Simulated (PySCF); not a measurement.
**CH$_{8}$Ge$_{2}$N$_{2}$ (SMILES [H]/N=[CH]/[GeH2][NH][GeH3]): density, localisation and related maps**

The calculation's input:

```
{"job": {"kind": "uv", "xc": "wB97X-D", "basis": "def2-SVPD", "nstates": 8, "ntriplets": 3}, "charge": 0, "multiplicity": 1}
N     -2.500422     0.509777    -0.492464
C     -2.143438    -0.694093    -0.504956
Ge    -0.236323    -1.058977    -0.188552
N      0.562449     0.559231    -0.074113
Ge     2.253107     0.919134     0.462748
H     -3.492212     0.690242    -0.660669
H     -2.834324    -1.529365    -0.678278
H     -0.042439    -1.911822     1.048660
H      0.392957    -1.833497    -1.319132
H     -0.112266     1.304157     0.028663
H      2.513222     2.361171     0.161870
H      3.161658     0.023362    -0.315361
H      2.473640     0.661165     1.930112
```

Run with:

```sh
OMP_NUM_THREADS=1 python probes_run.py task.json out
```

Geometry: GFN2-xTB.

Theory: PySCF, wB97X-D/def2-SVPD, SCF density, gas phase.

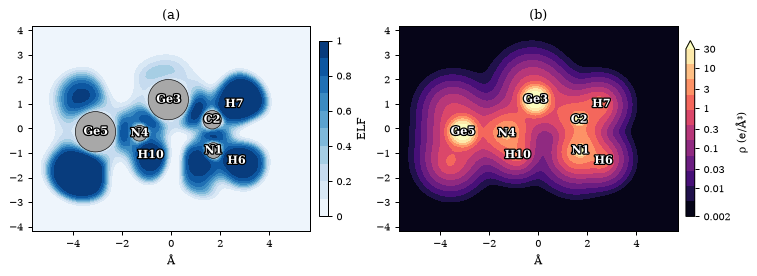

Figure 1. (a) ELF; (b) total electron density on the plane of atoms N1, C2 and H7. Grey discs cover the atomic cores in the ELF map.

### What does the map show?

Atoms in the plane: N, C, Ge and H. C–N (1.26 Å): the density is about 2.9 e/Å³ at the midpoint; the ELF peaks at about 0.90 between the atoms (a short, multiple covalent bond). Ge–N (1.81 Å): ρ is about 1 e/Å³ halfway; the ELF peaks at about 0.85 in the valence shell of N, 0.7 Å from its nucleus, and is about 0.45 at the midpoint. C–Ge (1.97 Å): the density is about 0.89 e/Å³ at the midpoint; the ELF peaks at about 0.95 in the valence shell of C, 0.7 Å from its nucleus, and is about 0.75 at the midpoint. N–H (1.01 Å): ρ is about 2.8 e/Å³ halfway; the ELF climbs to about 1 towards the hydrogen, as it does in any bond to H (a covalent bond by its length). C–H (1.10 Å): ρ at the midpoint is about 1.9 e/Å³; the ELF climbs to about 1 towards the hydrogen; a covalent bond by its length. The ELF also peaks beside N1, away from the bonds: lone-pair regions.

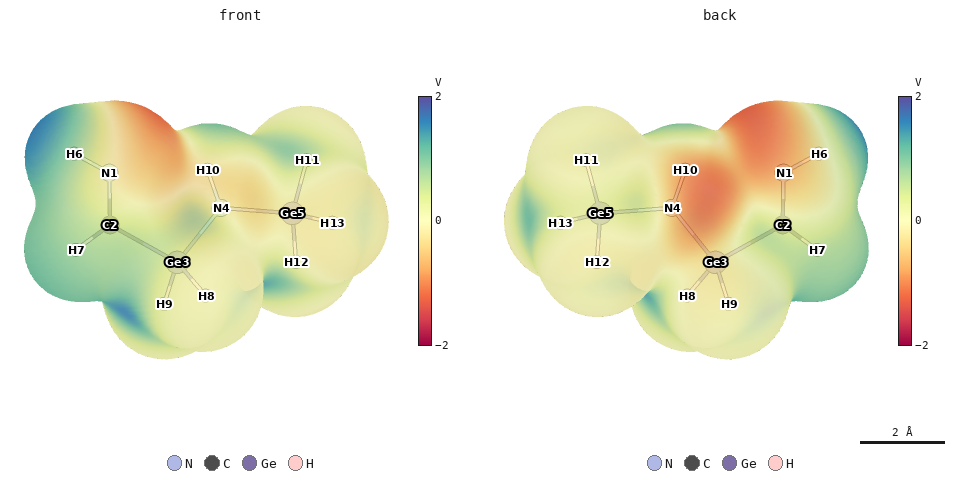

Figure 2. The electrostatic potential painted on the density surface at 0.002 e/bohr³, seen from the front and from behind; red is negative and blue positive.

### Which sites attract a positive test charge, and which a negative one?

A positive charge is drawn to the negative regions and a negative charge to the positive ones. The most negative region (about −1.3 V) lies over N1 and N4, the most positive (about +1.6 V) over Ge3 and H6.
